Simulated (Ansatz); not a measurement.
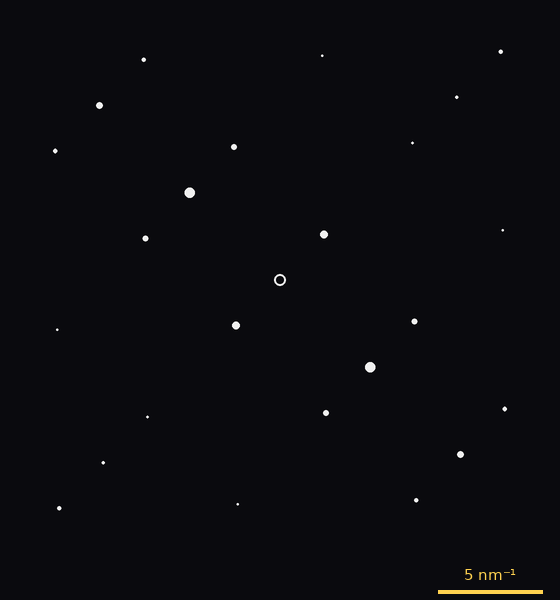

The pattern is a kinematic simulation for 300 kV electrons (no multiple scattering; isotropic B = 0.3 Å²).

Phase: SiGe2, space group I4_1/amd (No. 141), a = 3.30 Å, c = 21.12 Å. Structure: coordinates from a relaxation with DFT PBE, scalar-relativistic, plane waves, PAW (Ansatz); the starting structure was generated, so it need not be a known form of this composition.

### Which low-index zone axis gives this pattern?

The spots form a rectangular net whose two shortest vectors correspond to d = 3.26 Å and 1.65 Å, 90.0° apart. They index as 1 0 -1 and 0 2 0, so the zone axis is [101] (or an equivalent direction of <101>).

### List the strongest reflections.

Strongest reflections with d > 0.80 Å, one of each family (|F|² from tabulated Gaussian fits of the electron scattering factors, times a small damping for the curvature of the Ewald sphere):

| hkl | d (Å) | I (strongest = 100) |
| --- | --- | --- |
| 0 2 0 | 1.652 | 100 |
| 1 0 -1 | 3.265 | 32 |
| 0 4 0 | 0.826 | 16 |
| 1 2 -1 | 1.474 | 9 |
| 1 4 -1 | 0.801 | 2 |
| 4 0 -4 | 0.816 | 0 |
